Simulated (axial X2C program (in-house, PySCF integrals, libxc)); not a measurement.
**SnAs: from the state search to constants**

Aim: find the lowest determinant of SnAs, scan the bond at several levels and fit the constants, once spin-free and once with spin–orbit coupling.

Program: an in-house X2C program for linear molecules on PySCF integrals. Level of theory: all-electron X2C, Sn dyall-cv3z, As dyall-cv3z. These are calculated values, not measurements.

### 1 Set-up

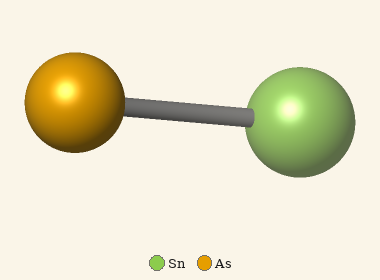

The two atoms at 2.610 Å (tin green, arsenic amber).

File task.json:

```json
{
 "zs": [
  50,
  33
 ],
 "q": 0,
 "bas": [
  "dyall-cv3z",
  "dyall-cv3z"
 ],
 "levels": [
  "PBE0",
  "HF",
  "PBEsol"
 ],
 "cc": true,
 "r0": 2.61,
 "thr": -1.0,
 "nmax": 90,
 "npts": 10,
 "nst": 2,
 "ntry": 6
}
```

Keys: zs atomic numbers; q charge; bas basis sets; levels methods (HF also brings MP2); cc coupled cluster on or off; r0 starting distance in Å; thr threshold in hartree for freezing inner shells (an s shell follows its p shell); nmax most natural virtual spinors; npts points asked for on the curve; nst determinants followed; ntry starts of the search.

On the command line:

```
> python so2c.py task.json out
```

Spin-free means the one-electron spin-free X2C Hamiltonian; two-component (2c) means X2C with spin–orbit coupling and atomic mean-field two-electron Coulomb and Gaunt terms. Basis: Sn dyall-cv3z contracted to [11s12p9d4f1g], As dyall-cv3z contracted to [9s9p6d4f1g]; Gaussian nuclei, density fitting. Masses: Sn 119.902 u, As 74.922 u.

Notation: σ, π±, δ± give the projection m of an orbital's angular momentum (0, ±1, ±2), α and β its spin, Λ and M_S the sums; ω is the projection of a spinor's total angular momentum and Ω the sum. Logs are in hartree.

The results follow Hamiltonian by Hamiltonian and level by level.

### 2 State search with PBE0

PBE0 moves the distance from 2.610 Å to 2.444 Å and compares determinants there.

Spin-free determinants:

```json
{"ΔE (eV)": "0.00", "state": "M_S = 1/2, Λ = 1", "open shells": "beyond closed shells: π+α, π+β, π-α"}
{"ΔE (eV)": "0.40", "state": "M_S = 1/2, Λ = 0", "open shells": "beyond closed shells: σα"}
{"ΔE (eV)": "1.44", "state": "M_S = 3/2, Λ = 1", "open shells": "beyond closed shells: 2 × π+α, π-α"}
{"ΔE (eV)": "1.93", "state": "M_S = 3/2, Λ = 2", "open shells": "beyond closed shells: σα, 2 × π+α, π+β, π-α"}
{"ΔE (eV)": "1.93", "state": "M_S = 3/2, Λ = 0", "open shells": "beyond closed shells: σα, π+α, π+β, 2 × π-α"}
{"ΔE (eV)": "2.35", "state": "M_S = 1/2, Λ = 2", "open shells": "beyond closed shells: σβ, 2 × π+α, π+β, π-α"}
{"ΔE (eV)": "2.35", "state": "M_S = 1/2, Λ = 0", "open shells": "beyond closed shells: σβ, π+α, π+β, 2 × π-α"}
```

Two-component determinants:

```tsv
ΔE (eV)	state	open shells
0.00	Ω = 3/2	excess of +ω over −ω: ω = 3/2
0.21	Ω = 1/2	excess of +ω over −ω: ω = 1/2
1.43	Ω = 1/2	excess of +ω over −ω: 2 × ω = -1/2, ω = 3/2
1.70	Ω = 5/2	excess of +ω over −ω: ω = -1/2, 2 × ω = 3/2
2.10	Ω = 7/2	excess of +ω over −ω: ω = 1/2, 2 × ω = 3/2
2.25	Ω = 1/2	excess of +ω over −ω: ω = 1/2
2.30	Ω = 3/2	excess of +ω over −ω: ω = 3/2
```

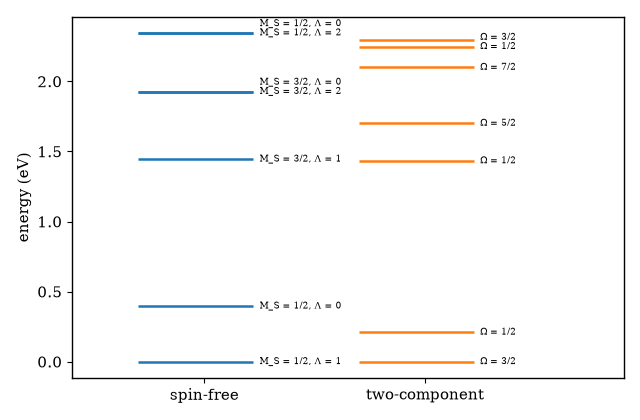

The determinants found, each set from its own lowest.

### 3 PBE0, spin-free

State followed: M_S = 1/2, Λ = 1 (beyond closed shells: π+α, π+β, π-α). The scan is laid around 2.444 Å, a first estimate of the minimum, and this SCF restarts from the orbitals of the search.

Output at 2.444 Å:

```text
spin-free X2C-1e  PBE0
basis functions 232  fitting functions 1239  grid points 5803
iter        total energy     max residual
   1      -8436.824340531     4.21e-06
   2      -8436.824340529     9.76e-06
   3      -8436.824340532     1.12e-06
   4      -8436.824340532     3.06e-07
converged
one-electron -12352.57691598  Coulomb 3808.98970883  exact exchange -61.64174318  xc functional -188.85496386  nuclear repulsion 357.25957366
```

Along the bond, energies from the lowest point:

| R (Å) | E (eV) | μ (D) | HOMO (eV) | LUMO (eV) | iterations |
| --- | --- | --- | --- | --- | --- |
| 2.126 | 0.9914 | -1.02 | -6.20 | -4.72 | 13 |
| 2.224 | 0.3985 | -1.29 | -6.26 | -4.52 | 13 |
| 2.297 | 0.1493 | -1.49 | -6.14 | -4.39 | 13 |
| 2.371 | 0.0265 | -1.69 | -5.98 | -4.27 | 13 |
| 2.444 | 0.0000 | -1.88 | -5.84 | -4.16 | 4 |
| 2.530 | 0.0585 | -2.06 | -5.68 | -4.05 | 13 |
| 2.615 | 0.1817 | -2.18 | -5.54 | -3.96 | 13 |
| 2.725 | 0.3883 | -2.21 | -5.42 | -3.88 | 13 |
| 2.860 | 0.6642 | -2.21 | -5.35 | -3.80 | 14 |
| 3.055 | 1.0619 | -2.28 | -5.33 | -3.72 | 13 |

Dipoles are positive if As is the positive end.

Outer orbitals at the reference distance:

```tsv
symmetry	occupied	ε (eV)	atomic character
δ+β	yes	-28.82	100% Sn d
δ-α	yes	-28.82	100% Sn d
δ+α	yes	-28.82	100% Sn d
δ-β	yes	-28.80	100% Sn d
σα	yes	-28.63	99% Sn d
σβ	yes	-28.63	99% Sn d
π-α	yes	-28.62	100% Sn d
π+α	yes	-28.62	100% Sn d
π+β	yes	-28.62	100% Sn d
π-β	yes	-28.60	100% Sn d
σα	yes	-16.68	68% As s, 15% Sn s, 9% Sn p
σβ	yes	-15.80	65% As s, 19% Sn s, 9% Sn p
σα	yes	-11.55	61% Sn s, 20% As p, 12% As s
σβ	yes	-11.34	58% Sn s, 18% As p, 15% As s
π+α	yes	-6.58	70% As p, 25% Sn p, 4% Sn d
π-α	yes	-6.58	70% As p, 25% Sn p, 4% Sn d
σα	yes	-6.49	47% As p, 39% Sn p, 10% Sn s
σβ	yes	-6.29	47% As p, 40% Sn p, 9% Sn s
π+β	yes	-5.84	54% As p, 41% Sn p, 3% Sn d
π-β	no	-4.16	49% As p, 47% Sn p
π-α	no	-2.46	69% Sn p, 22% As p, 4% As d
π+α	no	-2.46	69% Sn p, 22% As p, 4% As d
π+β	no	-2.19	53% Sn p, 36% As p, 6% Sn d
```

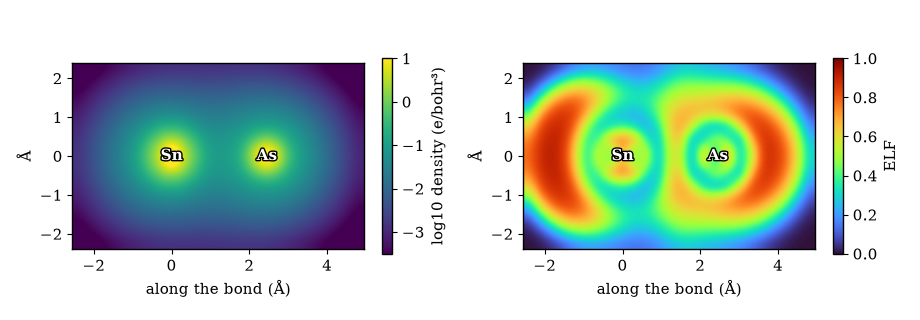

PBE0 fields in a plane through the axis, from a grid of 0.3 Å; Sn lies at z = 0 and As at z = 2.444 Å; the ELF is damped to zero where the density is low.

Re = 2.430 Å, ωe = 289.4 cm⁻¹, Be = 0.06189 cm⁻¹, De = 2.58 eV, μ = -1.84 D.

### 4 HF, spin-free

Output at 2.444 Å:

```text
spin-free X2C-1e  HF
basis functions 232  fitting functions 1239  grid points 5803
iter        total energy     max residual
   1      -8432.894606214     2.94e-01
   2      -8432.932206943     6.73e-03
   3      -8432.934100623     5.26e-03
   4      -8432.934842914     3.97e-03
   5      -8432.935643881     3.68e-03
   6      -8432.936367751     3.67e-03
   7      -8432.936658010     3.72e-03
   8      -8432.934686929     3.24e-03
   9      -8432.927542585     5.42e-03
  10      -8432.927329443     6.00e-03
  11      -8432.927405973     5.96e-03
  12      -8432.931643650     4.46e-03
  13      -8432.931502138     4.48e-03
  14      -8432.930533184     4.95e-03
  15      -8432.931053600     4.79e-03
  16      -8432.931731850     4.80e-03
  17      -8432.934244678     4.44e-03
  18      -8432.936728106     3.58e-03
  19      -8432.937697000     4.11e-03
  20      -8432.937956726     3.31e-03
  21      -8432.934582765     2.96e-03
  22      -8432.926361598     6.28e-03
  23      -8432.894606214     3.31e-01
  24      -8432.932216330     1.02e-02
  25      -8432.934183285     1.60e-02
  26      -8432.935373984     9.64e-03
  27      -8432.937629558     1.08e-02
  28      -8432.937775250     2.99e-02
  29      -8432.940847912     1.61e-02
  30      -8432.941927292     1.03e-02
  31      -8432.942744971     1.51e-03
  32      -8432.942817428     1.02e-03
  33      -8432.942829189     3.86e-04
  34      -8432.942833609     8.76e-05
  35      -8432.942833753     2.78e-05
  36      -8432.942833776     1.59e-05
  37      -8432.942833781     7.64e-06
  38      -8432.942833782     4.40e-06
  39      -8432.942833783     2.41e-06
converged
one-electron -12351.74428636  Coulomb 3808.32501728  exact exchange -246.78313836  xc functional 0.00000000  nuclear repulsion 357.25957366
```

No constants are quoted: the dipole of the solution doesn't run smoothly along the scan, a sign that its character may change, so the fit is set aside.

### 5 PBEsol, spin-free

Output at 2.444 Å:

```text
spin-free X2C-1e  PBEsol
basis functions 232  fitting functions 1239  grid points 5803
iter        total energy     max residual
   1      -8432.251423725     2.61e-01
   2      -8432.258221306     1.11e-02
   3      -8432.230592774     3.43e-02
   4      -8432.250571689     1.91e-02
   5      -8432.260511142     1.39e-03
   6      -8432.260555119     9.73e-04
   7      -8432.260580720     1.04e-04
   8      -8432.260581373     3.10e-05
   9      -8432.260581629     1.79e-05
  10      -8432.260581646     1.65e-05
  11      -8432.260581652     1.19e-06
  12      -8432.260581652     2.62e-07
converged
one-electron -12351.68150955  Coulomb 3807.98094730  exact exchange 0.00000000  xc functional -245.81959306  nuclear repulsion 357.25957366
```

Re = 2.442 Å, ωe = 280.9 cm⁻¹, ωexe = 0.554 cm⁻¹, Be = 0.06133 cm⁻¹, De = 3.16 eV, μ = -1.61 D.

### 6 MP2 and beyond, spin-free

Correlated methods: 9 electrons correlated (frozen shells, counted by type: Sn 4 s, 3 p, 2 d; As 3 s, 2 p, 1 d), 293 virtual spinors in MP2, 90 natural virtuals in coupled cluster.

Output of the correlated part at 2.444 Å:

```text
correlated 9  virtual 293  natural virtual 90  E(MP2) -0.161565007  MP2 remainder -0.005124233
iter   CCSD correlation   residual
   1     -0.175514821   1.38e-01
   2     -0.184382455   7.50e-02
   3     -0.187369410   4.95e-02
   4     -0.190804332   3.58e-02
   5     -0.191960577   1.58e-02
   6     -0.192442015   5.29e-03
   7     -0.192464379   2.20e-03
   8     -0.192473047   1.18e-03
   9     -0.192466073   6.66e-04
  10     -0.192463672   2.83e-04
  11     -0.192464847   1.15e-04
  12     -0.192465457   4.86e-05
  13     -0.192466223   2.26e-05
  14     -0.192466677   1.01e-05
  15     -0.192467027   5.71e-06
  16     -0.192467199   3.28e-06
  17     -0.192467348   2.08e-06
  18     -0.192467435   1.13e-06
  19     -0.192467464   5.41e-07
  20     -0.192467468   3.17e-07
(T) -0.011591050  T1 0.1145  D1 0.2785  max T2 0.123
```

T1 in the output is the amplitude norm over the root of the electron number; divide by √2 for the Lee–Taylor value.

MP2: No constants are quoted: the dipole of the HF reference doesn't run smoothly along the scan, a sign that its character may change, so the fit is set aside.

CCSD: No constants are quoted: the dipole of the HF reference doesn't run smoothly along the scan, a sign that its character may change, so the fit is set aside.

CCSD(T): No constants are quoted: the dipole of the HF reference doesn't run smoothly along the scan, a sign that its character may change, so the fit is set aside.

### 7 A higher determinant, spin-free

State: M_S = 1/2, Λ = 0 (beyond closed shells: σα).

Output at the reference distance:

```text
spin-free X2C-1e  PBE0
basis functions 232  fitting functions 1239  grid points 5803
iter        total energy     max residual
   1      -8436.809783014     1.81e-06
   2      -8436.809783014     3.07e-06
converged
one-electron -12351.66148943  Coulomb 3808.05576768  exact exchange -61.63039569  xc functional -188.83323923  nuclear repulsion 357.25957366
```

| R (Å) | E above the lowest PBE0 point (eV) |
| --- | --- |
| 2.126 | 0.706 |
| 2.224 | 0.372 |
| 2.297 | 0.287 |
| 2.371 | 0.304 |
| 2.444 | 0.396 |
| 2.530 | 0.564 |
| 2.615 | 0.759 |
| 2.725 | 1.014 |
| 2.860 | 1.309 |

Re = 2.320 Å, ωe = 321 cm⁻¹, Be = 0.06793 cm⁻¹, μ = -2.25 D. Te = 0.28 eV. As a difference of two determinants it need not be a gap between pure terms.

### 8 The spin-free curves together

Energy (eV) of the followed determinant, spin-free, from each level's lowest point:

| R (Å) | PBE0 | HF (dipole not smooth) | MP2 (HF's dipole not smooth) | CCSD (HF's dipole not smooth) | CCSD(T) (HF's dipole not smooth) | PBEsol |
| --- | --- | --- | --- | --- | --- | --- |
| 2.126 | 0.991 | 1.292 | 0.801 | n/a | n/a | 1.012 |
| 2.224 | 0.399 | 0.660 | 0.247 | 0.456 | 0.473 | 0.421 |
| 2.297 | 0.149 | 0.364 | 0.078 | 0.183 | 0.192 | 0.167 |
| 2.371 | 0.026 | 0.172 | 0.011 | 0.043 | 0.046 | 0.037 |
| 2.444 | 0.000 | 0.058 | 0.000 | 0.000 | 0.000 | 0.000 |
| 2.530 | 0.059 | 0.000 | 0.036 | 0.037 | 0.038 | 0.046 |
| 2.615 | 0.182 | 0.002 | 0.109 | 0.134 | 0.144 | 0.163 |
| 2.725 | 0.388 | 0.065 | 0.242 | 0.306 | 0.333 | 0.380 |
| 2.860 | 0.664 | 0.196 | 0.452 | n/a | n/a | 0.700 |
| 3.055 | 1.062 | 0.396 | 0.829 | n/a | n/a | 1.178 |

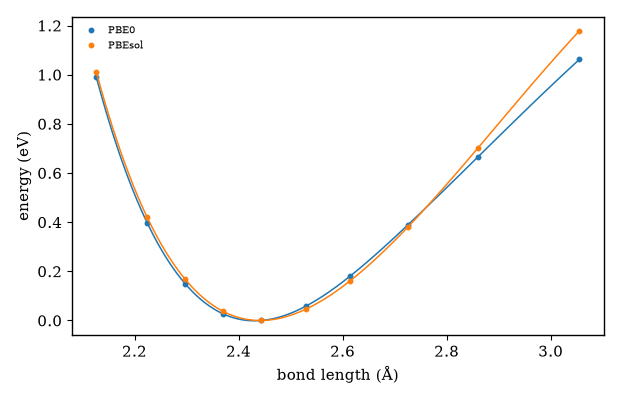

Curves of the followed state, spin-free, each from its own lowest point. Left out: HF, MP2, CCSD, CCSD(T).

(Part 1 of 2 ends here.)
